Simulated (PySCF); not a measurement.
Ionisation energy of the Sc atom ([Ar] 3d 4s² → [Ar] 3d 4s). PySCF, x2c-TZVPPall plus 1 diffuse shell for each l, spin-free X2C-1e, unrestricted single determinants, no spin-orbit coupling. Methods marked “valence” freeze 18 core electrons; methods marked “subvalence” freeze 10 core electrons.

The results, method by method:

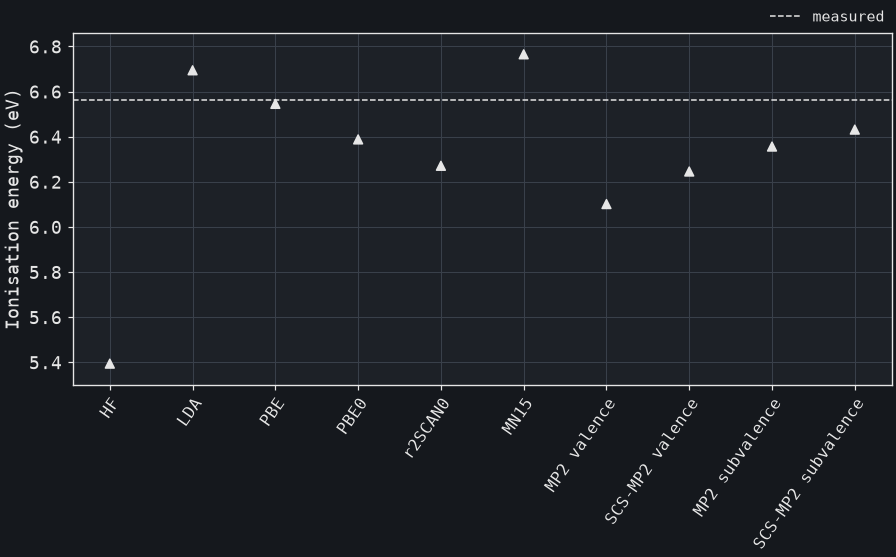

| Method | Ionisation energy (eV) |
| --- | --- |
| HF | 5.39 |
| LDA | 6.69 |
| PBE | 6.55 |
| PBE0 | 6.39 |
| r2SCAN0 | 6.27 |
| MN15 | 6.77 |
| MP2 valence | 6.10 |
| SCS-MP2 valence | 6.25 |
| MP2 subvalence | 6.36 |
| SCS-MP2 subvalence | 6.43 |

The values run from 5.39 eV (HF) to 6.77 eV (MN15). The measured value is 6.56 eV; nearest to it come PBE (−0.02) and SCS-MP2 subvalence (−0.13), furthest HF (−1.17 eV).
